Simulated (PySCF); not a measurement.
**Geometry relaxation, with input and output: B2O3 (charge +1) (part 2 of 2)**

Continued. System: B2O3 (boron oxide (B2O3)), charge +1, multiplicity 2. Method: PBE/6-31G*, UKS (PySCF 2.14.0). The atoms were displaced at random from an optimised geometry. The geometry is that of the parent species in another charge or spin state.

Geometry of the input (Å):
```
O  -0.9068  0.2454  -2.2987
B  -0.4837  0.1138  -1.2128
O  -0.0101  0.0060  -0.0052
B  0.5313  -0.0887  1.1428
O  0.9658  -0.2016  2.3015
```

Output, continued
```
Geometry optimization cycle 10
Cartesian coordinates (Angstrom)
 Atom        New coordinates             dX        dY        dZ
   O  -0.934633   0.240184  -2.380008   -0.003801 -0.000298  0.001147
   B  -0.478845   0.131935  -1.218068    0.000738  0.000974 -0.000475
   O  -0.008282   0.014047  -0.002986    0.007081  0.000685 -0.002682
   B   0.509626  -0.101334   1.191919   -0.000013 -0.000484 -0.000030
   O   1.005238  -0.209913   2.338313   -0.004794 -0.000823  0.002345
converged SCF energy = -274.79130121466  <S^2> = 0.75870349  2S+1 = 2.0086846
--------------- SecondOrderUKS_Scanner gradients ---------------
         x                y                z
0 O     0.0000847899    -0.0001291220     0.0002671190
1 B    -0.0000998217     0.0002578997    -0.0006039205
2 O     0.0001217154    -0.0001011508     0.0005670913
3 B    -0.0003671467    -0.0000460895    -0.0005689963
4 O     0.0002614661     0.0000186834     0.0003386208
----------------------------------------------
cycle 10: E = -274.791301215  dE = -1.92318e-06  norm(grad) = 0.00123576
Step    9 : Displace = 4.521e-03/7.763e-03 (rms/max) Trust = 3.000e-01 (=) Grad = 5.526e-04/6.787e-04 (rms/max) E (change) = -274.7913012147 (-1.923e-06) Quality = 1.577
Hessian Eigenvalues: 7.65268e-03 4.99986e-02 5.00000e-02 ... 7.21417e-01 8.91810e-01 1.14077e+00

Geometry optimization cycle 11
Cartesian coordinates (Angstrom)
 Atom        New coordinates             dX        dY        dZ
   O  -0.940826   0.240265  -2.377921   -0.006193  0.000081  0.002087
   B  -0.477635   0.132734  -1.218653    0.001210  0.000800 -0.000585
   O   0.003150   0.014919  -0.007493    0.011432  0.000872 -0.004507
   B   0.510263  -0.101748   1.191687    0.000637 -0.000415 -0.000232
   O   0.996919  -0.211189   2.342009   -0.008319 -0.001277  0.003696
converged SCF energy = -274.791303775013  <S^2> = 0.75871028  2S+1 = 2.0086914
--------------- SecondOrderUKS_Scanner gradients ---------------
         x                y                z
0 O    -0.0000005024    -0.0001233924     0.0000133925
1 B    -0.0000982736     0.0002733223    -0.0004173694
2 O     0.0002744756    -0.0001247984     0.0007618734
3 B    -0.0004832846    -0.0000344687    -0.0008726639
4 O     0.0003081922     0.0000098291     0.0005147339
----------------------------------------------
cycle 11: E = -274.791303775  dE = -2.56035e-06  norm(grad) = 0.00151712
Step   10 : Displace = 7.424e-03/1.257e-02 (rms/max) Trust = 3.000e-01 (=) Grad = 6.785e-04/9.981e-04 (rms/max) E (change) = -274.7913037750 (-2.560e-06) Quality = 1.496
Hessian Eigenvalues: 5.52993e-03 4.99979e-02 5.00000e-02 ... 7.19218e-01 8.60385e-01 1.17472e+00

Geometry optimization cycle 12
Cartesian coordinates (Angstrom)
 Atom        New coordinates             dX        dY        dZ
   O  -0.946934   0.240955  -2.375564   -0.006108  0.000690  0.002356
   B  -0.476371   0.132749  -1.219101    0.001263  0.000015 -0.000447
   O   0.014422   0.015529  -0.012136    0.011272  0.000610 -0.004642
   B   0.511376  -0.101813   1.191355    0.001113 -0.000065 -0.000332
   O   0.988192  -0.212416   2.345505   -0.008727 -0.001226  0.003495
converged SCF energy = -274.791305877774  <S^2> = 0.75871187  2S+1 = 2.008693
--------------- SecondOrderUKS_Scanner gradients ---------------
         x                y                z
0 O    -0.0000627863    -0.0000800383    -0.0001744575
1 B    -0.0000411201     0.0001905429    -0.0000934868
2 O     0.0002381281    -0.0000922421     0.0005740906
3 B    -0.0003320684    -0.0000244991    -0.0007172319
4 O     0.0001980595     0.0000067781     0.0004111096
----------------------------------------------
cycle 12: E = -274.791305878  dE = -2.10276e-06  norm(grad) = 0.00114712
Step   11 : Displace = 7.436e-03/1.241e-02 (rms/max) Trust = 3.000e-01 (=) Grad = 5.130e-04/7.908e-04 (rms/max) E (change) = -274.7913058778 (-2.103e-06) Quality = 1.369
Hessian Eigenvalues: 5.55985e-03 4.99967e-02 5.00000e-02 ... 7.17770e-01 8.50128e-01 1.08324e+00

Geometry optimization cycle 13
Cartesian coordinates (Angstrom)
 Atom        New coordinates             dX        dY        dZ
   O  -0.949368   0.241823  -2.374436   -0.002433  0.000867  0.001128
   B  -0.475775   0.132112  -1.219279    0.000597 -0.000637 -0.000178
   O   0.018958   0.015546  -0.014178    0.004536  0.000017 -0.002043
   B   0.512078  -0.101578   1.191250    0.000702  0.000235 -0.000105
   O   0.984327  -0.212926   2.346859   -0.003865 -0.000511  0.001354
converged SCF energy = -274.791306703289  <S^2> = 0.75870735  2S+1 = 2.0086885
--------------- SecondOrderUKS_Scanner gradients ---------------
         x                y                z
0 O    -0.0000486438    -0.0000347104    -0.0001457205
1 B     0.0000000809     0.0000809573     0.0000694176
2 O     0.0000781881    -0.0000327444     0.0001875946
3 B    -0.0000708643    -0.0000227301    -0.0002524778
4 O     0.0000412906     0.0000095489     0.0001412552
----------------------------------------------
cycle 13: E = -274.791306703  dE = -8.25514e-07  norm(grad) = 0.000411811
Step   12 : Displace = 2.316e-03/3.171e-03 (rms/max) Trust = 3.000e-01 (=) Grad = 1.842e-04/2.632e-04 (rms/max) E (change) = -274.7913067033 (-8.255e-07) Quality = 1.235
Hessian Eigenvalues: 6.23784e-03 4.99841e-02 4.99990e-02 ... 7.16981e-01 8.49525e-01 9.79405e-01

Geometry optimization cycle 14
Cartesian coordinates (Angstrom)
 Atom        New coordinates             dX        dY        dZ
   O  -0.949113   0.242322  -2.374413    0.000254  0.000499  0.000023
   B  -0.475706   0.131652  -1.219315    0.000069 -0.000460 -0.000037
   O   0.018616   0.015337  -0.014158   -0.000341 -0.000209  0.000020
   B   0.512093  -0.101415   1.191329    0.000015  0.000164  0.000079
   O   0.984367  -0.212950   2.346749    0.000039 -0.000024 -0.000110
converged SCF energy = -274.791306850646  <S^2> = 0.75870393  2S+1 = 2.0086851
--------------- SecondOrderUKS_Scanner gradients ---------------
         x                y                z
0 O    -0.0000134097    -0.0000160181    -0.0000486069
1 B     0.0000032765     0.0000284438     0.0000543036
2 O    -0.0000090795    -0.0000026159    -0.0000034934
3 B     0.0000389984    -0.0000195459    -0.0000035839
4 O    -0.0000197454     0.0000098887     0.0000014297
----------------------------------------------
cycle 14: E = -274.791306851  dE = -1.47358e-07  norm(grad) = 9.5261e-05
```

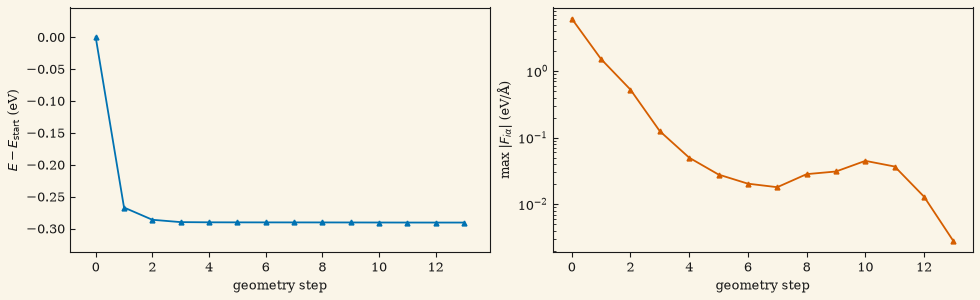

*Progress of the relaxation, step by step (steps are counted from 0).*

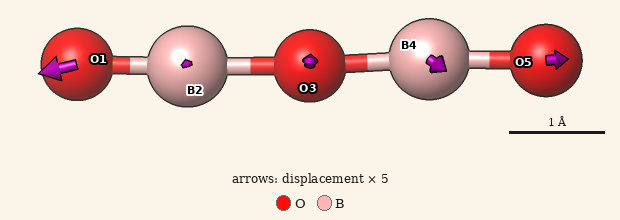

*The starting structure with the displacements as pink arrows, magnified 5 times (ball-and-stick view, seen at an oblique angle). The two geometries are laid on each other by the best rigid fit.*

The atom that moves furthest after the best rigid fit is O1 (0.088 Å). Largest moves by element: O 0.088 Å, B 0.051 Å. Distances before and after: O1–B2 1.173 → 1.253 Å, O3–B4 1.273 → 1.308 Å, B4–O5 1.243 → 1.253 Å, B2–O3 1.302 → 1.308 Å. Among the angles that change: O3–B4–O5 175.2° → 180.0°, B2–O3–B4 176.1° → 180.0°. The energy falls by 0.290 eV in 13 geometry steps. The largest force component goes from 6.2 to 0.0028 eV/Å. (Atoms are counted from 1 in the order of the input.)

```
Step   13 : Displace = 3.757e-04/4.994e-04 (rms/max) Trust = 3.000e-01 (=) Grad = 4.260e-05/6.139e-05 (rms/max) E (change) = -274.7913068506 (-1.474e-07) Quality = 1.222
Hessian Eigenvalues: 6.23784e-03 4.99841e-02 4.99990e-02 ... 7.16981e-01 8.49525e-01 9.79405e-01
Converged! =D

converged: True
O          -0.94911343        0.24232192       -2.37441335
B          -0.47570550        0.13165165       -1.21931516
O           0.01861647        0.01533673       -0.01415826
B           0.51209327       -0.10141466        1.19132858
O           0.98436657       -0.21295014        2.34674905

WARN: HOMO -0.424300702126367 >= LUMO -0.424300702126367

converged SCF energy = -274.791306857351  <S^2> = 0.75870334  2S+1 = 2.0086845
total energy: -274.79130686 hartree
frequencies (1/cm) [  84.8  343.6  400.   406.   453.3  664.  1255.6 1678.  1951.3]
temperature 298.1500 [K]
pressure 101325.00 [Pa]
Rotational constants [GHz] 24724484.10294 2.04736 2.04736
Symmetry number 1
Zero-point energy (ZPE) 0.01649 [Eh]   43284.966 [J/mol]
                           tot       elec      trans        rot        vib
Entropy [J/mol/K]       250.555      5.763    161.663     49.435     33.694
Cv [J/mol/K]             62.406      0.000     12.472     12.472     37.463
Cp [J/mol/K]             70.720      0.000     20.786     12.472     37.463
Internal energy [J/mol]                      3718.434   3718.434  48932.202
Internal energy [Eh]   -274.76984  -274.79131
Enthalpy [J/mol]                             6197.391   3718.434  48932.202
Enthalpy [Eh]          -274.76889
Gibbs free energy [J/mol]                  -42002.526 -11020.504  38886.468
Gibbs free energy [Eh] -274.79735
```

Trajectory as extended XYZ (Å, eV, eV/Å), 14 frames, from step=0 to step=13
```
5
Properties=species:S:1:pos:R:3:forces:R:3 step=0 energy=-7477.16193
O    -0.9068    0.2454   -2.2987   -2.4182   0.6996  -6.1628
B    -0.4837    0.1138   -1.2128    2.0243  -0.5773   5.1294
O    -0.0101    0.0060   -0.0052   -0.1795   0.0361  -0.5138
B     0.5313   -0.0887    1.1428   -0.0563  -0.0506   0.2712
O     0.9658   -0.2016    2.3015    0.6292  -0.1077   1.2762
5
Properties=species:S:1:pos:R:3:forces:R:3 step=1 energy=-7477.42881
O    -0.9281    0.2480   -2.3643   -0.5153   0.1154  -1.2986
B    -0.4868    0.1187   -1.2234    0.6117  -0.1101   1.5167
O    -0.0135    0.0080    0.0025   -0.1942   0.0503  -0.6297
B     0.5304   -0.0929    1.1737    0.0558  -0.0833   0.5432
O     0.9941   -0.2068    2.3393    0.0416   0.0276  -0.1315
5
Properties=species:S:1:pos:R:3:forces:R:3 step=2 energy=-7477.44802
O    -0.9296    0.2463   -2.3781   -0.1345   0.0146  -0.3305
B    -0.4844    0.1222   -1.2209    0.2138  -0.0148   0.5276
O    -0.0183    0.0097    0.0031   -0.0919   0.0263  -0.3483
B     0.5231   -0.0956    1.1834    0.0437  -0.0564   0.3581
O     1.0049   -0.2077    2.3404   -0.0313   0.0303  -0.2068
5
Properties=species:S:1:pos:R:3:forces:R:3 step=3 energy=-7477.45170
O    -0.9285    0.2440   -2.3829    0.0119  -0.0148   0.0372
B    -0.4819    0.1255   -1.2177    0.0083   0.0189   0.0252
O    -0.0218    0.0111    0.0030   -0.0084   0.0055  -0.0990
B     0.5162   -0.0979    1.1890    0.0029  -0.0236   0.1253
O     1.0112   -0.2080    2.3368   -0.0149   0.0140  -0.0885
5
Properties=species:S:1:pos:R:3:forces:R:3 step=4 energy=-7477.45200
O    -0.9278    0.2429   -2.3829    0.0188  -0.0115   0.0501
B    -0.4810    0.1271   -1.2169   -0.0216   0.0167  -0.0416
O    -0.0225    0.0117    0.0026    0.0166  -0.0008  -0.0171
B     0.5135   -0.0988    1.1906   -0.0175  -0.0092   0.0265
O     1.0128   -0.2080    2.3349    0.0035   0.0049  -0.0178
5
Properties=species:S:1:pos:R:3:forces:R:3 step=5 energy=-7477.45208
O    -0.9276    0.2420   -2.3825    0.0080  -0.0051   0.0193
B    -0.4805    0.1283   -1.2168   -0.0185   0.0089  -0.0279
O    -0.0222    0.0122    0.0022    0.0231  -0.0022   0.0114
B     0.5118   -0.0995    1.1913   -0.0218  -0.0021  -0.0139
O     1.0134   -0.2082    2.3342    0.0092   0.0005   0.0111
5
Properties=species:S:1:pos:R:3:forces:R:3 step=6 energy=-7477.45212
O    -0.9280    0.2414   -2.3821   -0.0011  -0.0001  -0.0059
B    -0.4803    0.1292   -1.2170   -0.0098   0.0015  -0.0022
O    -0.0211    0.0125    0.0018    0.0204  -0.0013   0.0134
B     0.5107   -0.1000    1.1917   -0.0160   0.0011  -0.0204
O     1.0132   -0.2084    2.3342    0.0065  -0.0011   0.0152
5
Properties=species:S:1:pos:R:3:forces:R:3 step=7 energy=-7477.45215
O    -0.9289    0.2409   -2.3817   -0.0056   0.0031  -0.0180
B    -0.4800    0.1301   -1.2173   -0.0028  -0.0044   0.0169
O    -0.0191    0.0129    0.0010    0.0136   0.0005   0.0037
B     0.5100   -0.1004    1.1919   -0.0058   0.0023  -0.0107
O     1.0123   -0.2086    2.3348    0.0005  -0.0015   0.0082
5
Properties=species:S:1:pos:R:3:forces:R:3 step=8 energy=-7477.45218
O    -0.9308    0.2405   -2.3812   -0.0065   0.0054  -0.0202
B    -0.4796    0.1310   -1.2176    0.0022  -0.0094   0.0283
O    -0.0154    0.0134   -0.0003    0.0044   0.0028  -0.0116
B     0.5096   -0.1008    1.1919    0.0065   0.0026   0.0072
O     1.0100   -0.2091    2.3360   -0.0066  -0.0014  -0.0036
5
Properties=species:S:1:pos:R:3:forces:R:3 step=9 energy=-7477.45223
O    -0.9346    0.2402   -2.3800   -0.0044   0.0066  -0.0137
B    -0.4788    0.1319   -1.2181    0.0051  -0.0133   0.0311
O    -0.0083    0.0140   -0.0030   -0.0063   0.0052  -0.0292
B     0.5096   -0.1013    1.1919    0.0189   0.0024   0.0293
O     1.0052   -0.2099    2.3383   -0.0134  -0.0010  -0.0174
5
Properties=species:S:1:pos:R:3:forces:R:3 step=10 energy=-7477.45230
O    -0.9408    0.2403   -2.3779    0.0000   0.0063  -0.0007
B    -0.4776    0.1327   -1.2187    0.0051  -0.0141   0.0215
O     0.0032    0.0149   -0.0075   -0.0141   0.0064  -0.0392
B     0.5103   -0.1017    1.1917    0.0249   0.0018   0.0449
O     0.9969   -0.2112    2.3420   -0.0158  -0.0005  -0.0265
5
Properties=species:S:1:pos:R:3:forces:R:3 step=11 energy=-7477.45236
O    -0.9469    0.2410   -2.3756    0.0032   0.0041   0.0090
B    -0.4764    0.1327   -1.2191    0.0021  -0.0098   0.0048
O     0.0144    0.0155   -0.0121   -0.0122   0.0047  -0.0295
B     0.5114   -0.1018    1.1914    0.0171   0.0013   0.0369
O     0.9882   -0.2124    2.3455   -0.0102  -0.0003  -0.0211
5
Properties=species:S:1:pos:R:3:forces:R:3 step=12 energy=-7477.45238
O    -0.9494    0.2418   -2.3744    0.0025   0.0018   0.0075
B    -0.4758    0.1321   -1.2193    0.0000  -0.0042  -0.0036
O     0.0190    0.0155   -0.0142   -0.0040   0.0017  -0.0096
B     0.5121   -0.1016    1.1912    0.0036   0.0012   0.0130
O     0.9843   -0.2129    2.3469   -0.0021  -0.0005  -0.0073
5
Properties=species:S:1:pos:R:3:forces:R:3 step=13 energy=-7477.45239
O    -0.9491    0.2423   -2.3744    0.0007   0.0008   0.0025
B    -0.4757    0.1317   -1.2193   -0.0002  -0.0015  -0.0028
O     0.0186    0.0153   -0.0142    0.0005   0.0001   0.0002
B     0.5121   -0.1014    1.1913   -0.0020   0.0010   0.0002
O     0.9844   -0.2130    2.3467    0.0010  -0.0005  -0.0001
```

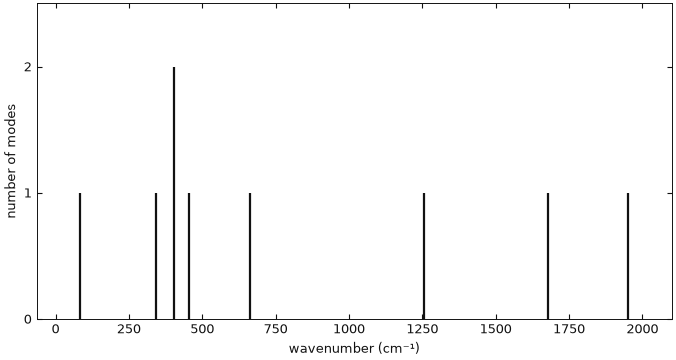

*Harmonic vibrational wavenumbers from the force constants; neighbouring modes closer than 8 cm⁻¹ are counted in one stick.*

9 modes from 85 to 1951 cm⁻¹, none imaginary.
